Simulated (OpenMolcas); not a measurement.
## Multiconfigurational calculation for Fe⁴⁺ complex (part 2 of 2)

The same run, continued: Fe⁴⁺ with 4 ligands (O; tetrahedron, 1.94 Å), neutralised by 4 outer point charges of +1 e, whose field is part of the energies. Method: state-averaged CASSCF, active space 4 electrons in the shell 3d, basis ANO-RCC-VTZP on the metal and ANO-RCC-VDZP on the ligands, DKH2 scalar Hamiltonian, spin-orbit coupling by RASSI with atomic mean-field integrals (OpenMolcas).

### The program's output (extracts), continued
```
--- RASSI ---
SPIN-FREE ENERGIES:
  (Shifted by EMIN (a.u.) =      -1571.7731385633)

 SF State       Relative EMIN(au)   Rel lowest level(eV)    D:o, cm**(-1)

     1             0.0000000000        0.0000000000              0.0000
     2             0.0000000000        0.0000000000              0.0000
     3             0.0000000000        0.0000000000              0.0000
     4             0.0480316795        1.3070085838          10541.7352
     5             0.0480316795        1.3070085838          10541.7352
     6             0.0752805532        2.0484882113          16522.1717
     7             0.0752805532        2.0484882113          16522.1717
     8             0.0752805532        2.0484882113          16522.1717
     9             0.0844776465        2.2987538674          18540.7003
    10             0.0844776465        2.2987538674          18540.7003
    11             0.0844776465        2.2987538674          18540.7003
    12             0.0965834779        2.6281703210          21197.6232
    13             0.0965834779        2.6281703210          21197.6232
    14             0.0965834779        2.6281703210          21197.6232
    51             0.0995337208        2.7084505202          21845.1267
    16             0.1000235953        2.7217806850          21952.6417
    15             0.1000235953        2.7217806850          21952.6417
    18             0.1066565680        2.9022730676          23408.4109
    19             0.1066565680        2.9022730676          23408.4109
    17             0.1066565680        2.9022730676          23408.4109
    21             0.1134182489        3.0862677780          24892.4284
    22             0.1134182489        3.0862677780          24892.4284
    20             0.1134182489        3.0862677780          24892.4284
    52             0.1146999084        3.1211435085          25173.7201
    53             0.1146999084        3.1211435085          25173.7201
    54             0.1146999084        3.1211435085          25173.7201
    23             0.1272734721        3.4632876090          27933.2984
    24             0.1272734721        3.4632876090          27933.2984
    25             0.1272734721        3.4632876090          27933.2984
    26             0.1283592034        3.4928318614          28171.5888
    27             0.1313731471        3.5748454491          28833.0730
    28             0.1313731471        3.5748454491          28833.0730
    29             0.1313731471        3.5748454491          28833.0730
    55             0.1315221226        3.5788992770          28865.7694
    56             0.1315221226        3.5788992770          28865.7694
    57             0.1315221226        3.5788992770          28865.7694
    31             0.1393480559        3.7918537729          30583.3632
    30             0.1393480559        3.7918537729          30583.3632
    58             0.1409740953        3.8361005577          30940.2376
    59             0.1409740953        3.8361005577          30940.2376
Eigenvalues of complex Hamiltonian:
   -----------------------------------
  (Shifted by EMIN (a.u.) =      -1571.7731385633)

 SO State       Relative EMIN(au)   Rel lowest level(eV)    D:o, cm**(-1)

     1            -0.0011581109        0.0000000000              0.0000
     2            -0.0010448091        0.0030830994             24.8669
     3            -0.0010448091        0.0030830995             24.8669
     4            -0.0010448091        0.0030830997             24.8669
     5            -0.0009466175        0.0057550294             46.4174
     6            -0.0009466175        0.0057550293             46.4174
     7            -0.0009466175        0.0057550293             46.4174
     8             0.0002411729        0.0380764530            307.1073
     9             0.0002411729        0.0380764530            307.1073
    10             0.0003005405        0.0396919258            320.1370
    11             0.0003005404        0.0396919257            320.1370
    12             0.0003005404        0.0396919256            320.1370
    13             0.0011414520        0.0625742942            504.6957
    14             0.0011414520        0.0625742942            504.6957
    15             0.0011414520        0.0625742941            504.6957
    16             0.0479276943        1.3356928062          10773.0890
    17             0.0479375768        1.3359617210          10775.2580
    18             0.0479375768        1.3359617212          10775.2580
    19             0.0479375768        1.3359617211          10775.2580
    20             0.0479474143        1.3362294134          10777.4170
    21             0.0479474143        1.3362294134          10777.4170
    22             0.0479543271        1.3364175209          10778.9342
    23             0.0479543271        1.3364175210          10778.9342
    24             0.0479543271        1.3364175208          10778.9342
    25             0.0479612074        1.3366047417          10780.4443
    26             0.0730842582        2.0202377822          16294.3166
    27             0.0745636308        2.0604935617          16619.0014
    28             0.0745636308        2.0604935619          16619.0014
    29             0.0745636308        2.0604935620          16619.0014
    30             0.0756838022        2.0909749767          16864.8505
    31             0.0756838022        2.0909749767          16864.8505
    32             0.0758385660        2.0951863162          16898.8173
    33             0.0758385660        2.0951863161          16898.8173
    34             0.0758385660        2.0951863160          16898.8173
    35             0.0841553934        2.3214987171          18724.1499
    36             0.0841553934        2.3214987172          18724.1499
    37             0.0841553934        2.3214987174          18724.1499
    38             0.0842608227        2.3243675964          18747.2890
    39             0.0843425682        2.3265920035          18765.2300
    40             0.0843425682        2.3265920037          18765.2300
    41             0.0843425682        2.3265920034          18765.2300
Weights of the five most important spin-orbit-free states for each spin-orbit state.

 SO State  Total energy (au)           Spin-free states, spin, and weights
 -------------------------------------------------------------------------------------------------------
    1        -0.001158       3 2.0  0.3318    2 2.0  0.3318    1 2.0  0.3318    5 2.0  0.0013    4 2.0  0.0013
    2        -0.001045       3 2.0  0.5181    2 2.0  0.4198    1 2.0  0.0592    4 2.0  0.0009    5 2.0  0.0005
    3        -0.001045       3 2.0  0.4424    1 2.0  0.3866    2 2.0  0.1682    5 2.0  0.0011    6 1.0  0.0005
    4        -0.001045       1 2.0  0.5514    2 2.0  0.4091    3 2.0  0.0367    4 2.0  0.0009    7 1.0  0.0005
    5        -0.000947       1 2.0  0.3954    2 2.0  0.3057    3 2.0  0.2977    6 1.0  0.0003    5 2.0  0.0002
    6        -0.000947       3 2.0  0.3618    2 2.0  0.3390    1 2.0  0.2981    8 1.0  0.0002    7 1.0  0.0002
    7        -0.000947       2 2.0  0.3541    3 2.0  0.3394    1 2.0  0.3053    8 1.0  0.0002    7 1.0  0.0002
    8         0.000241       1 2.0  0.4128    3 2.0  0.3846    2 2.0  0.2003    4 2.0  0.0006    5 2.0  0.0006
    9         0.000241       2 2.0  0.4648    3 2.0  0.2805    1 2.0  0.2523    4 2.0  0.0006    5 2.0  0.0006
   10         0.000301       3 2.0  0.5259    2 2.0  0.3882    1 2.0  0.0846    4 2.0  0.0003    5 2.0  0.0002
   11         0.000301       3 2.0  0.4040    1 2.0  0.3257    2 2.0  0.2690    5 2.0  0.0004    9 1.0  0.0001
   12         0.000301       1 2.0  0.5884    2 2.0  0.3415    3 2.0  0.0688    4 2.0  0.0004    5 2.0  0.0002
```

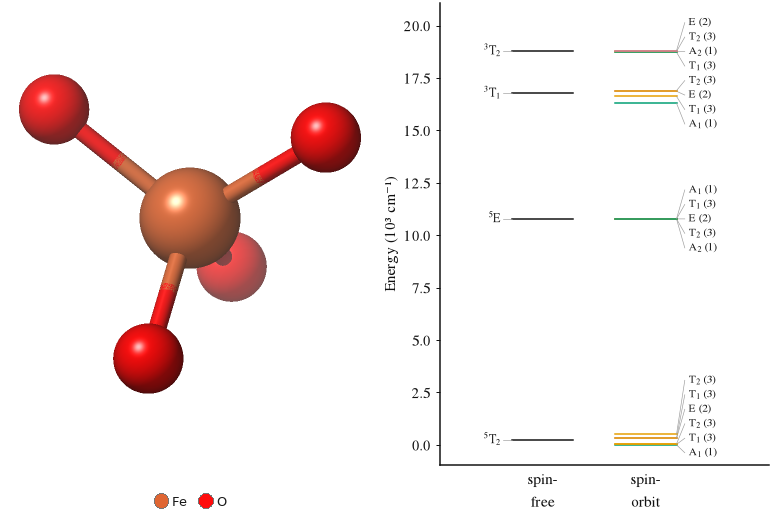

Fe⁴⁺ (3d⁴) with 4 ligands, O²⁻, at 1.94 Å (arrangement: tetrahedron, Td), neutralised by outer point charges of +1 e, and its levels. Labels give the representation in O, Td, D4 or D3 as the site allows (double group for half-integer spin) where it could be assigned and, in brackets, the degeneracy; spin-free states, where drawn, share the zero of the spin-orbit levels. The ground level is A₁, non-degenerate, 100 % from states of spin multiplicity 5. The next level lies at 25 cm⁻¹ (T₁). The lowest spin-free state is ⁵T₂; of the same spin there follows at 10,500 cm⁻¹ (⁵E) above it. The active orbitals hold 78 to 93 % metal character (Löwdin), and the Mulliken charge of the metal is +1.50.

### Key numbers

```tsv
quantity	value
outcome	converged
energy of the lowest spin-free term	−1571.77314 hartree
energy of the lowest spin-orbit level	−1571.77430 hartree
largest spread among components of a term	0.0 cm⁻¹
wall time	72 s
peak memory	0.2 GiB
```

### Notes

Without dynamic correlation the splittings between terms come out too large, often by 20 to 50 %. Limits: covalent bonds, ligand orbitals missing from the active space; bare point charges leave oxide and sulfide ligands too diffuse, field too small; distances are set from ionic radii, not optimised.
